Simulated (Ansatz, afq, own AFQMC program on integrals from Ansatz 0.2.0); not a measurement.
**HfH2SeOF2 (singlet): quantum Monte Carlo beside coupled cluster, def2-TZVP**

How near does AFQMC come to the top of the ladder for HfH2SeOF2 (singlet)?

Computed with Ansatz 0.2.0, Gaussian basis, and an in-house AFQMC program (afq) on its integrals; all values are calculated. Level: def2-TZVP, frozen cores.

The runs, in order: PBE (unrestricted); CCSD(T) on RHF; CCSD(T) on RHF; r2SCAN (unrestricted); PBE0 (unrestricted); CCSD(T) on RHF; B3LYP (unrestricted); wB97M-V (unrestricted); B2PLYP (unrestricted); Phaseless AFQMC, CISD trial on RHF; UHF.

## (1) The geometry

The geometry is a PBE0/def2-SVP stationary point (not a proven minimum). No spin-orbit coupling is included. Elements past krypton take def2 core potentials. The filled d shell of Se may be among the frozen orbitals whatever the setting's name suggests.

7 atoms, charge 0, spin multiplicity 1.

Atoms are counted from 1 here; the program's logs count them from 0.

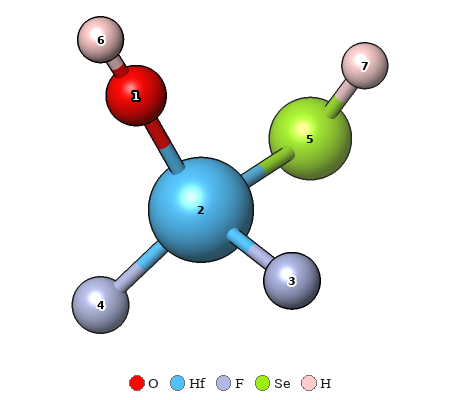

The geometry (oxygen red, hafnium blue, fluorine light blue, selenium green, hydrogen pink); atoms are numbered from 1 in the order of the file.

Coordinates:

```xyz
7
F2H2HfOSe
O    -0.5433    0.2410    1.5105
Hf    0.1295   -0.6175   -0.0481
F     2.0092   -0.8738    0.1735
F    -0.7434   -2.2765   -0.3964
Se   -0.2988    0.8810   -2.1176
H    -0.9050    0.6377    2.3013
H     0.3519    2.0081   -1.4230
```

## (2) PBE (unrestricted)

Input file in.yaml:

```yaml
crystal:
  periodic: [false, false, false]
  atoms:
    - {symbol: O, position_ang: [-0.543260, 0.241017, 1.510472]}
    - {symbol: Hf, position_ang: [0.129451, -0.617483, -0.048101]}
    - {symbol: F, position_ang: [2.009161, -0.873819, 0.173484]}
    - {symbol: F, position_ang: [-0.743448, -2.276517, -0.396445]}
    - {symbol: Se, position_ang: [-0.298847, 0.881036, -2.117642]}
    - {symbol: H, position_ang: [-0.904953, 0.637702, 2.301269]}
    - {symbol: H, position_ang: [0.351895, 2.008064, -1.423036]}
basis:
  gaussian: {orbitals: def2-TZVP}
magnetization: {spin_polarized: true, initial_magnetization: 0}
hamiltonian: {xc: {name: PBE}}
output: {orbitals: {seedname: orbitals}}
```

The run is started by

```sh
> ansatz run in.yaml --threads 2 --pin off --events-out ev --progress --plain --max-ram 16640MiB --backend cpu
```

Standard output:

```text
Functional definition: PBE
  name "PBE"
  cite "Perdew, Burke & Ernzerhof, Phys. Rev. Lett. 77, 3865 (1996) doi:10.1103/PhysRevLett.77.3865"
  parent pbe
  parameter kappa = 0.804
  parameter beta = 0.06672455060314922
  exchange = pbe_x(kappa = kappa, mu = beta*pi^2/3)
  correlation = pbe_c(beta = beta)
1283 factors; their error is unknown
mean field evaluation 1: about -74152.9995 eV, gradient 6.2e1 eV
mean field evaluation 2: about -74029.0606 eV, gradient 1.9e2 eV
mean field evaluation 4: about -74163.9205 eV, gradient 1.3e1 eV
mean field evaluation 8: about -74164.7350 eV, gradient 4.0e-1 eV
mean field evaluation 16: about -74164.7012 eV, gradient 4.4e-4 eV
mean field -74164.70119457 eV, -2725.5024982603 hartree, gradient 3.3e-5 eV, S^2 0.000000; 0 other end points of the search recorded, 0 dependent functions left out
reference -74164.70124019 eV, -2725.5024999370 hartree; 37, 37 occupied and 156, 156 virtual orbitals, 1283 factors
Total energy: -74164.70124019 eV, -2725.5024999370 hartree
```

It took 4.8 s on 2 threads of AMD EPYC 7R13 (Zen 3), shared host; peak memory 0.7 GiB.

From the report: ⟨S²⟩ of the determinant 0.000 (pure singlet: 0.00).

## (3) CCSD(T) on RHF

Edit in.yaml of step 2 so:

```diff
@@ -12,4 +12,3 @@
   gaussian: {orbitals: def2-TZVP}
-magnetization: {spin_polarized: true, initial_magnetization: 0}
-hamiltonian: {xc: {name: PBE}}
-output: {orbitals: {seedname: orbitals}}
+magnetization: {spin_polarized: false}
+correlation: {method: ccsd_t, electrons: outside_noble_gas, hamiltonian_folder: ham}
```

The run is started by

```sh
> ansatz run in.yaml --threads 2 --pin off --events-out ev --progress --plain --max-ram 49920MiB --backend cuda --devices 0, --max-vram 37GiB
```

Standard output, shortened:

```text
Functional definition: HF
  name "HF"
  cite "Fock, Z. Phys. 61, 126 (1930) doi:10.1007/BF01340294"
  parent pbe
[...]
1401 factors; integrals over basis functions are off by at most 1.2e-3 eV
[...]
mean field -74087.18371471 eV, -2722.6537834189 hartree, gradient 1.8e-6 eV, S^2 0.000000; 0 other end points of the search recorded, 0 dependent functions left out
21 core orbitals not correlated: weight in the atoms' cores, before any rotation towards them, 0.763 or more for the frozen orbitals, at most 0.230 for the correlated occupied ones
reference -74087.18371471 eV, -2722.6537834189 hartree; 16, 16 occupied and 156, 156 virtual orbitals, 1401 factors
second order -27.39451530 eV of doubles, -0.00000000 eV of singles
cycle   1  -26.88218446 eV  change    5.1e-1 eV  update   1.4e-1
[...]
cycle  10  -27.65866287 eV  change   -1.7e-5 eV  update   9.3e-6
perturbative correction -0.98096585 eV, -0.0360498300 hartree
Total energy: -74115.82334343 eV, -2723.7062703617 hartree
```

It took 5.5 s on 1 × NVIDIA H100 80GB HBM3 with 2 threads of AMD EPYC 7R13 (Zen 3), shared host; peak host memory 0.78 GiB.

From the report: correlation -28.6396 eV; T1 0.015; largest double amplitude 0.03.

This run also writes the integrals to the folder ham.

## (4) CCSD(T) on RHF

Edit in.yaml of step 3 so:

```diff
@@ -11,4 +11,4 @@
 basis:
-  gaussian: {orbitals: def2-TZVP}
+  gaussian: {orbitals: def2-TZVPP}
 magnetization: {spin_polarized: false}
-correlation: {method: ccsd_t, electrons: outside_noble_gas, hamiltonian_folder: ham}
+correlation: {method: ccsd_t, electrons: outside_noble_gas}
```

The command is unchanged.

Standard output, shortened:

```text
Functional definition: HF
  name "HF"
  cite "Fock, Z. Phys. 61, 126 (1930) doi:10.1007/BF01340294"
  parent pbe
[...]
1463 factors; integrals over basis functions are off by at most 1.2e-3 eV
[...]
mean field -74087.43455894 eV, -2722.6630017742 hartree, gradient 2.3e-6 eV, S^2 0.000000; 0 other end points of the search recorded, 0 dependent functions left out
21 core orbitals not correlated: weight in the atoms' cores, before any rotation towards them, 0.757 or more for the frozen orbitals, at most 0.235 for the correlated occupied ones
reference -74087.43455894 eV, -2722.6630017742 hartree; 16, 16 occupied and 188, 188 virtual orbitals, 1463 factors
second order -27.75775454 eV of doubles, -0.00000000 eV of singles
cycle   1  -27.20845379 eV  change    5.5e-1 eV  update   1.4e-1
[...]
cycle  10  -28.00186826 eV  change   -2.4e-5 eV  update   1.1e-5
perturbative correction -1.02796616 eV, -0.0377770596 hartree
Total energy: -74116.46439336 eV, -2723.7298285119 hartree
```

Run time: 5.5 s. Hardware: 1 × NVIDIA H100 80GB HBM3 with 2 threads of AMD EPYC 7R13 (Zen 3), shared host; peak host memory 0.79 GiB.

From the report: correlation -29.0298 eV; T1 0.016; largest double amplitude 0.03.

## (5) r2SCAN (unrestricted)

Edit in.yaml of step 4 so:

```diff
@@ -11,4 +11,4 @@
 basis:
-  gaussian: {orbitals: def2-TZVPP}
-magnetization: {spin_polarized: false}
-correlation: {method: ccsd_t, electrons: outside_noble_gas}
+  gaussian: {orbitals: def2-TZVP}
+magnetization: {spin_polarized: true, initial_magnetization: 0}
+hamiltonian: {xc: {name: r2SCAN}}
```

The run is started by

```sh
> ansatz run in.yaml --threads 2 --pin off --events-out ev --progress --plain --max-ram 16640MiB --backend cpu
```

Standard output:

```text
Functional definition: r2SCAN
  name "r2SCAN"
  cite "Furness, Kaplan, Ning, Perdew & Sun, J. Phys. Chem. Lett. 11, 8208 (2020) doi:10.1021/acs.jpclett.0c02405"
  cite "Furness, Kaplan, Ning, Perdew & Sun, J. Phys. Chem. Lett. 11, 9248 (2020) doi:10.1021/acs.jpclett.0c03077"
  parent r2scan
  parameter k0 = 0.174
  parameter k1 = 0.065
  parameter a1 = 4.9479
  exchange = r2scan_x(k0 = k0, k1 = k1, a1 = a1)
  correlation = r2scan_c
1283 factors; their error is unknown
mean field evaluation 1: about -74167.7899 eV, gradient 5.9e1 eV
mean field evaluation 2: about -74076.0190 eV, gradient 1.7e2 eV
mean field evaluation 4: about -74178.0107 eV, gradient 1.0e1 eV
mean field evaluation 8: about -74178.4807 eV, gradient 2.2e-1 eV
mean field evaluation 16: about -74178.4477 eV, gradient 2.3e-3 eV
mean field -74178.44765547 eV, -2726.0076713807 hartree, gradient 4.0e-5 eV, S^2 0.000000; 0 other end points of the search recorded, 0 dependent functions left out
reference -74178.44767152 eV, -2726.0076719707 hartree; 37, 37 occupied and 156, 156 virtual orbitals, 1283 factors
Total energy: -74178.44767152 eV, -2726.0076719707 hartree
```

It took 9.5 s on 2 threads of AMD EPYC 7R13 (Zen 3), shared host; peak memory 0.7 GiB.

From the report: ⟨S²⟩ of the determinant 0.000 (pure singlet: 0.00).

## (6) PBE0 (unrestricted)

Edit in.yaml of step 5 so:

```diff
@@ -13,2 +13,3 @@
 magnetization: {spin_polarized: true, initial_magnetization: 0}
-hamiltonian: {xc: {name: r2SCAN}}
+hamiltonian: {xc: {name: PBE0}}
+output: {orbitals: {seedname: orbitals}}
```

The command is unchanged.

Standard output:

```text
Functional definition: PBE0
  name "PBE0"
  cite "Adamo & Barone, J. Chem. Phys. 110, 6158 (1999) doi:10.1063/1.478522"
  cite "Perdew, Burke & Ernzerhof, Phys. Rev. Lett. 77, 3865 (1996) doi:10.1103/PhysRevLett.77.3865"
  parent pbe
  parameter a = 0.25
  parameter kappa = 0.804
  parameter beta = 0.06672455060314922
  exchange = (1 - a)*pbe_x(kappa = kappa, mu = beta*pi^2/3) + a*exact_x
  correlation = pbe_c(beta = beta)
1356 factors; their error is unknown
mean field evaluation 1: about -74155.8607 eV, gradient 5.5e1 eV
mean field evaluation 2: about -74114.7425 eV, gradient 1.2e2 eV
mean field evaluation 4: about -74165.1182 eV, gradient 4.9e0 eV
mean field evaluation 8: about -74165.2195 eV, gradient 1.3e-1 eV
mean field evaluation 16: about -74165.6732 eV, gradient 5.4e-4 eV
mean field -74165.67321791 eV, -2725.5382194595 hartree, gradient 1.9e-5 eV, S^2 0.000000; 0 other end points of the search recorded, 0 dependent functions left out
reference -74165.67325180 eV, -2725.5382207047 hartree; 37, 37 occupied and 156, 156 virtual orbitals, 1356 factors
Total energy: -74165.67325180 eV, -2725.5382207047 hartree
```

Run time: 7.5 s. Hardware: 2 threads of AMD EPYC 7R13 (Zen 3), shared host; peak memory 0.74 GiB.

From the report: ⟨S²⟩ of the determinant 0.000 (pure singlet: 0.00).

## (7) CCSD(T) on RHF

Edit in.yaml of step 6 so:

```diff
@@ -11,5 +11,4 @@
 basis:
-  gaussian: {orbitals: def2-TZVP}
-magnetization: {spin_polarized: true, initial_magnetization: 0}
-hamiltonian: {xc: {name: PBE0}}
-output: {orbitals: {seedname: orbitals}}
+  gaussian: {orbitals: "def2-QZVPP.json"}
+magnetization: {spin_polarized: false}
+correlation: {method: ccsd_t, electrons: outside_noble_gas}
```

The run is started by

```sh
> ansatz run in.yaml --threads 2 --pin off --events-out ev --progress --plain --max-ram 49920MiB --backend cuda --devices 0, --max-vram 37GiB
```

Standard output, shortened:

```text
Functional definition: HF
  name "HF"
  cite "Fock, Z. Phys. 61, 126 (1930) doi:10.1007/BF01340294"
  parent pbe
[...]
2537 factors; integrals over basis functions are off by at most 1.2e-3 eV
[...]
mean field -74089.09525047 eV, -2722.7240310623 hartree, gradient 1.3e-6 eV, S^2 0.000000; 0 other end points of the search recorded, 0 dependent functions left out
21 core orbitals not correlated: weight in the atoms' cores, before any rotation towards them, 0.755 or more for the frozen orbitals, at most 0.238 for the correlated occupied ones
reference -74089.09525047 eV, -2722.7240310623 hartree; 16, 16 occupied and 364, 364 virtual orbitals, 2537 factors
second order -30.15942044 eV of doubles, -0.00000000 eV of singles
cycle   1  -29.35732428 eV  change    8.0e-1 eV  update   1.4e-1
[...]
cycle  10  -30.16460294 eV  change   -3.0e-5 eV  update   1.1e-5
perturbative correction -1.19141551 eV, -0.0437837123 hartree
Total energy: -74120.45126892 eV, -2723.8763434864 hartree
```

Wall time 11 s (1 × NVIDIA H100 80GB HBM3 with 2 threads of AMD EPYC 7R13 (Zen 3), shared host); peak host memory 0.94 GiB.

From the report: correlation -31.3560 eV; T1 0.015; largest double amplitude 0.02.

## (8) B3LYP (unrestricted)

Edit in.yaml of step 7 so:

```diff
@@ -11,4 +11,4 @@
 basis:
-  gaussian: {orbitals: "def2-QZVPP.json"}
-magnetization: {spin_polarized: false}
-correlation: {method: ccsd_t, electrons: outside_noble_gas}
+  gaussian: {orbitals: def2-TZVP}
+magnetization: {spin_polarized: true, initial_magnetization: 0}
+hamiltonian: {xc: {name: B3LYP}}
```

The run is started by

```sh
> ansatz run in.yaml --threads 2 --pin off --events-out ev --progress --plain --max-ram 16640MiB --backend cpu
```

Standard output, shortened:

```text
Functional definition: B3LYP
  name "B3LYP"
  cite "Stephens, Devlin, Chabalowski & Frisch, J. Phys. Chem. 98, 11623 (1994) doi:10.1021/j100096a001"
  cite "Becke, Phys. Rev. A 38, 3098 (1988) doi:10.1103/PhysRevA.38.3098"
  cite "Lee, Yang & Parr, Phys. Rev. B 37, 785 (1988) doi:10.1103/PhysRevB.37.785"
  cite "Vosko, Wilk & Nusair, Can. J. Phys. 58, 1200 (1980) doi:10.1139/p80-159"
[...]
1333 factors; their error is unknown
[...]
mean field -74182.68910363 eV, -2726.1635417257 hartree, gradient 2.0e-5 eV, S^2 0.000000; 0 other end points of the search recorded, 0 dependent functions left out
reference -74182.68936974 eV, -2726.1635515050 hartree; 37, 37 occupied and 156, 156 virtual orbitals, 1333 factors
Total energy: -74182.68936974 eV, -2726.1635515050 hartree
```

Wall time 7.5 s (2 threads of AMD EPYC 7R13 (Zen 3), shared host); peak memory 0.74 GiB.

From the report: ⟨S²⟩ of the determinant 0.000 (pure singlet: 0.00).

## (9) wB97M-V (unrestricted)

Edit in.yaml of step 8 so:

```diff
@@ -13,2 +13,3 @@
 magnetization: {spin_polarized: true, initial_magnetization: 0}
-hamiltonian: {xc: {name: B3LYP}}
+hamiltonian: {xc: {name: wB97M-V}}
+output: {orbitals: {seedname: orbitals}}
```

The command is unchanged.

Standard output, shortened:

```text
Functional definition: wB97M-V
  name "wB97M-V"
  cite "Mardirossian & Head-Gordon, J. Chem. Phys. 144, 214110 (2016) doi:10.1063/1.4952647"
  cite "Becke, J. Chem. Phys. 107, 8554 (1997) doi:10.1063/1.475007"
  cite "Vydrov & Van Voorhis, J. Chem. Phys. 133, 244103 (2010) doi:10.1063/1.3521275"
  # Of w^i u^j: cxij and so on, Table III.
[...]
  gx(w, u) = 1 - cx + cx01*u + cx10*w
  gss(w, u) = css00 + css04*u^4 + css10*w + css20*w^2 + css43*w^4*u^3
  gos(w, u) = cos00 + cos10*w + (cos20 + cos21*u)*w^2 + (cos60 + cos61*u)*w^6
[...]
      + integral(e_c_pw_mod_opposite_spin*gos(b97_w_opposite, b97_u_opposite)) + vv10(b, c)
1304 factors; their error is unknown
263 factors; integrals over basis functions are off by at most 8.3e-6 eV
[...]
mean field -74173.48001671 eV, -2725.8251140235 hartree, gradient 2.2e-5 eV, S^2 0.000000; 0 other end points of the search recorded, 0 dependent functions left out
reference -74173.48007116 eV, -2725.8251160246 hartree; 37, 37 occupied and 156, 156 virtual orbitals, 1304 factors
Total energy: -74173.48007116 eV, -2725.8251160246 hartree
```

Wall time 23 s (2 threads of AMD EPYC 7R13 (Zen 3), shared host); peak memory 3.7 GiB.

From the report: ⟨S²⟩ of the determinant 0.000 (pure singlet: 0.00).

## (10) B2PLYP (unrestricted)

Edit in.yaml of step 9 so:

```diff
@@ -13,3 +13,3 @@
 magnetization: {spin_polarized: true, initial_magnetization: 0}
-hamiltonian: {xc: {name: wB97M-V}}
-output: {orbitals: {seedname: orbitals}}
+hamiltonian: {xc: {name: B2PLYP}}
+correlation: {electrons: outside_noble_gas}
```

Same command.

Standard output, shortened:

```text
Functional definition: B2PLYP
  name "B2PLYP"
  cite "Grimme, J. Chem. Phys. 124, 034108 (2006) doi:10.1063/1.2148954"
  cite "Becke, Phys. Rev. A 38, 3098 (1988) doi:10.1103/PhysRevA.38.3098"
  cite "Lee, Yang & Parr, Phys. Rev. B 37, 785 (1988) doi:10.1103/PhysRevB.37.785"
[...]
1401 factors; integrals over basis functions are off by at most 9.1e-4 eV
[...]
mean field -74152.26275442 eV, -2725.0453940161 hartree, gradient 9.9e-6 eV, S^2 0.000000; 0 other end points of the search recorded, 0 dependent functions left out
21 core orbitals not correlated: weight in the atoms' cores, before any rotation towards them, 0.875 or more for the frozen orbitals, at most 0.119 for the correlated occupied ones
reference -74152.26292089 eV, -2725.0454001336 hartree; 16, 16 occupied and 156, 156 virtual orbitals, 1401 factors
second order -33.25324762 eV of doubles, -0.00000000 eV of singles
Total energy: -74161.24129775 eV, -2725.3753493974 hartree
```

Run time: 11 s. Hardware: 2 threads of AMD EPYC 7R13 (Zen 3), shared host; peak memory 6.3 GiB.

From the report: ⟨S²⟩ of the determinant 0.000 (pure singlet: 0.00).

## (11) Phaseless AFQMC, CISD trial on RHF

It reads the integrals that the CCSD(T) run on this determinant wrote.

The run is started by

```sh
> afq ham --method phaseless --trial cisd --walkers 400 --populations 10 --least-time 60 --time-step 0.005 --steps-per-block 50 --equilibration-blocks 40 --max-blocks 4000 --target-error 0.00034 --factor-cut 1e-05 --seed 1002 --release-times 0.24,0.48,0.8,1.2 --release-step 0.04 --release-every 5 --taylor-order 6
```

Standard output:

```text
orbitals 172  electrons 16 16  factors 1321 of 1401
reference energy -2722.65378342 Eh
CCSD correlation -1.01643704 Eh in 13 cycles, weight of the determinant in the CISD state 0.7704
energy of the start -2723.670209 Eh
 block  time / (1/Eh)  mean weight  energy / Eh
     1     0.250  1.0000  -2723.646741
     2     0.500  1.0006  -2723.662939
     3     0.750  0.9998  -2723.688143
     4     1.000  1.0030  -2723.688472
     5     1.250  0.9986  -2723.696024
     6     1.500  0.9980  -2723.707290
     7     1.750  1.0021  -2723.696648
     8     2.000  1.0008  -2723.689869
     9     2.250  1.0034  -2723.707481
    10     2.500  1.0029  -2723.699923
    12     3.000  1.0001  -2723.696170
    23     5.750  0.9997  -2723.696076
    34     8.500  0.9992  -2723.702035
    45    11.250  1.0023  -2723.707058
    56    14.000  0.9992  -2723.704133
    67    16.750  1.0004  -2723.699711
    78    19.500  1.0009  -2723.714723
    89    22.250  0.9971  -2723.709710
   100    25.000  0.9993  -2723.701418
   111    27.750  1.0022  -2723.704601
   122    30.500  1.0007  -2723.712163
   133    33.250  1.0017  -2723.704782
   144    36.000  0.9999  -2723.696690
   155    38.750  1.0013  -2723.709225
   166    41.500  1.0022  -2723.703916
   177    44.250  0.9992  -2723.717027
   188    47.000  1.0013  -2723.709486
   199    49.750  1.0015  -2723.715580
   210    52.500  1.0000  -2723.710132
   221    55.250  1.0018  -2723.699575
   232    58.000  0.9978  -2723.707477
   243    60.750  1.0001  -2723.703331
   254    63.500  0.9997  -2723.718001
   265    66.250  1.0022  -2723.716321
   276    69.000  1.0005  -2723.697750
   287    71.750  1.0012  -2723.703027
   298    74.500  1.0044  -2723.717812
   309    77.250  1.0020  -2723.704912
   320    80.000  1.0018  -2723.705858
   331    82.750  0.9992  -2723.715488
   342    85.500  0.9970  -2723.707049
   353    88.250  1.0004  -2723.716664
   364    91.000  0.9969  -2723.704786
   375    93.750  0.9978  -2723.715029
   386    96.500  0.9997  -2723.691741
   397    99.250  1.0011  -2723.712820
   408   102.000  1.0004  -2723.709832
   419   104.750  0.9989  -2723.711588
   430   107.500  1.0042  -2723.716535
error from the spread of 10 populations
released: time / (1/Eh)  energy / Eh  error  mean overlap
  0.24  -2723.707185  0.000884  0.9948
  0.48  -2723.707951  0.001181  0.9902
  0.80  -2723.708351  0.001459  0.9806
  1.20  -2723.709495  0.003266  0.9578
energy -2723.708370 +/- 0.000407 Eh
```

It took 5.3 min on 1 × NVIDIA H100 80GB HBM3 with 4 threads of AMD EPYC 7R13 (Zen 3), shared host; peak host memory 6.3 GiB.

Energy -74115.8805 ± 0.0111 eV. Caveats: constraint bias not in the error.

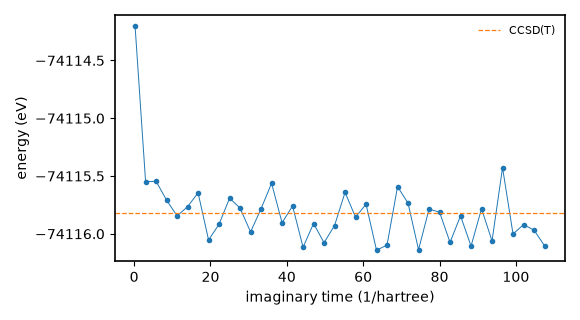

Block energies along the walk.

## (12) UHF

Edit in.yaml of step 10 so:

```diff
@@ -13,3 +13,3 @@
 magnetization: {spin_polarized: true, initial_magnetization: 0}
-hamiltonian: {xc: {name: B2PLYP}}
-correlation: {electrons: outside_noble_gas}
+hamiltonian: {xc: hf}
+output: {orbitals: {seedname: orbitals}}
```

The run is started by

```sh
> ansatz run in.yaml --threads 2 --pin off --events-out ev --progress --plain --max-ram 49920MiB --backend cuda --devices 0, --max-vram 37GiB
```

Standard output:

```text
Functional definition: HF
  name "HF"
  cite "Fock, Z. Phys. 61, 126 (1930) doi:10.1007/BF01340294"
  parent pbe
  exchange = exact_x
  correlation = 0
1653 factors; their error is unknown
mean field evaluation 1: about -74079.1635 eV, gradient 4.2e1 eV
mean field evaluation 2: about -74081.9303 eV, gradient 3.4e1 eV
mean field evaluation 4: about -74085.2656 eV, gradient 5.1e-1 eV
mean field evaluation 8: about -74087.1815 eV, gradient 1.0e0 eV
mean field evaluation 16: about -74087.1832 eV, gradient 4.1e-5 eV
mean field -74087.18323443 eV, -2722.6537657690 hartree, gradient 4.1e-5 eV, S^2 0.000000; 0 other end points of the search recorded, 0 dependent functions left out
reference -74087.18323443 eV, -2722.6537657690 hartree; 37, 37 occupied and 156, 156 virtual orbitals, 1653 factors
Total energy: -74087.18323443 eV, -2722.6537657690 hartree
```

Run time: 2.8 s. Hardware: 1 × NVIDIA H100 80GB HBM3 with 2 threads of AMD EPYC 7R13 (Zen 3), shared host; peak host memory 6.3 GiB.

From the report: ⟨S²⟩ of the determinant 0.000 (pure singlet: 0.00).

## (13) All levels side by side

On the RHF determinant, counted from CCSD(T) (a yardstick, not exact):

| level | energy (eV) | from CCSD(T) (kJ/mol) | statistical error (kJ/mol) | time |
| --- | --- | --- | --- | --- |
| HF | -74087.1837 | +2763.3 |  |  |
| MP2 | -74114.5782 | +120.1 |  |  |
| CCSD | -74114.8424 | +94.6 |  |  |
| CCSD(T) | -74115.8233 | 0.0 |  |  |
| Phaseless AFQMC, CISD trial, step 0.005, 400 walkers | -74115.8805 | -5.5 | 1.1 | 5.3 min |

The functionals' totals stand on their own zeros and serve differences with other points: PBE -74164.701 eV; r2SCAN -74178.448 eV; PBE0 -74165.673 eV; B3LYP -74182.689 eV; wB97M-V -74173.480 eV; B2PLYP -74161.241 eV.

## (14) What came out

```
                                       quantity              value
Phaseless AFQMC, CISD trial on RHF from CCSD(T)  -5.5 ± 1.1 kJ/mol
```

What this shows: On RHF the phaseless walk with the CISD trial lies -5.5 kJ/mol from CCSD(T), 5 times its error bar. Error bars are statistical and leave out the constraint, the time step and what remains of the start. Hf carries a core potential, and spin-orbit coupling is left out.
